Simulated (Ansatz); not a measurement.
# H$_{2}$Si$_{2}$Sn (SMILES [SiH2][Si]#[Sn+]) (charge +1, doublet): what the fields show

Input

```
crystal:
  periodic: [false, false, false]
  atoms:
    - {symbol: Si, position_ang: [-2.121938, 1.450956, -0.200429]}
    - {symbol: Si, position_ang: [-2.428561, -0.637380, 0.509108]}
    - {symbol: Sn, position_ang: [-2.346237, 0.660549, -2.608314]}
    - {symbol: H, position_ang: [-3.760191, -1.154486, 0.930396]}
    - {symbol: H, position_ang: [-1.296307, -1.550506, 0.829280]}
basis:
  gaussian: {orbitals: def2-TZVPD}
total_charge: 1
magnetization: {spin_polarized: true, initial_magnetization: 1}
hamiltonian: {xc: {name: PBE0}}
output: {forces: true, orbitals: {seedname: orbitals}}
```

Command:

```sh
ansatz run input.yaml --threads 1 --pin off --max-ram 2610MiB --events-out events.jsonl --progress --plain --runs-dir runs
```

Geometry: PBE0-D3(BJ)/def2-SVP; core potentials replace the inner electrons of Sn.

Method: Ansatz 0.2.0, isolated molecule in a Gaussian basis; Kohn-Sham density functional theory, functional PBE0.

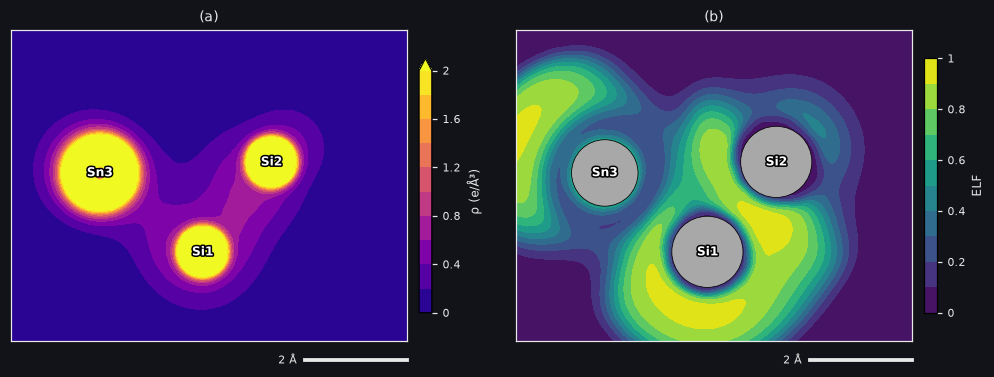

Figure 1. (a) electron density; (b) ELF on the plane of atoms Si2, Si1 and Sn3. Grey discs cover the atomic cores in the ELF map.

**Read the bonding off the picture.**

- The plane passes through Si and Sn nuclei.
- Si–Si (2.23 Å): ρ is about 0.65 e/Å³ halfway; the ELF peaks at about 0.90 between the atoms: localised, covalent bonding.
- Si–Sn (2.54 Å): the density is about 0.44 e/Å³ at the midpoint; the ELF peaks at about 0.75 in the valence shell of Si, 1.0 Å from its nucleus, and drops to about 0.20 between the two atoms.
- The ELF also peaks beside Si1, away from the bonds: non-bonding electrons, paired or unpaired.

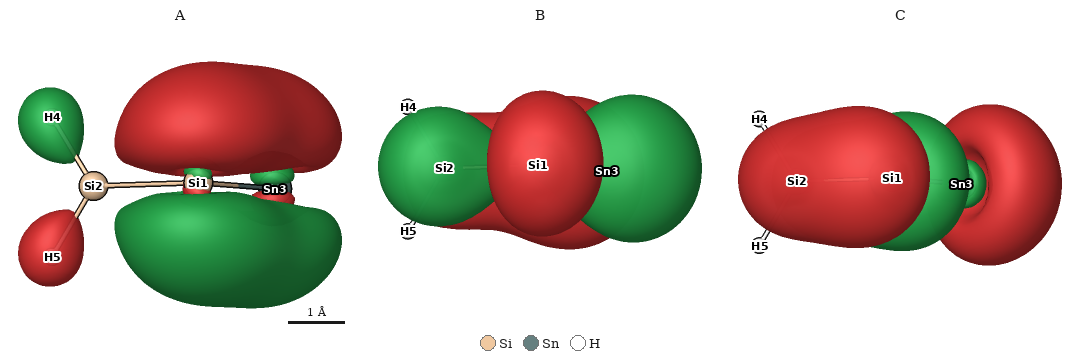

Figure 2. Three frontier orbitals at ±0.08 Å⁻³ᐟ² (green and red are the two phases), in no order.

**Order the three orbitals by energy and name them. All are α orbitals.**

C is the HOMO−1 (α) (−11.51 eV). Its weight (Hirshfeld) is mainly on Sn3 (about 40 %), Si1 (about 35 %) and Si2 (about 20 %). A is the HOMO (α) (−11.12 eV). Its weight (Hirshfeld) is mainly on Si1 (about 50 %) and Sn3 (about 40 %). B is the LUMO (α) (−8.25 eV). Its weight (Hirshfeld) is mainly on Sn3 (about 50 %), Si1 (about 25 %) and Si2 (about 20 %).

**What is the gap between the highest occupied and lowest empty α orbitals?**

2.87 eV between the orbital energies.

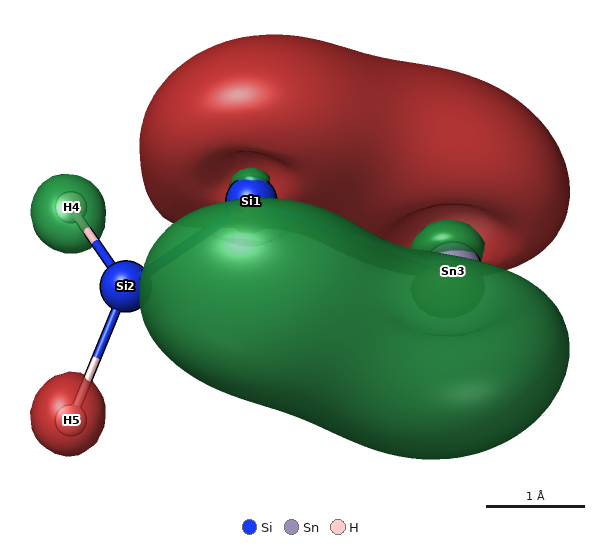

Figure 3. One frontier orbital at ±0.1 Å⁻³ᐟ² (green and red are the two phases), seen at a tilt.

**Which orbital is it: HOMO (β) or LUMO (β)?**

The LUMO (β), at −8.55 eV. Its weight (Hirshfeld) is mainly on Sn3 (about 50 %) and Si1 (about 40 %); π-bonding across Sn3–Si1.
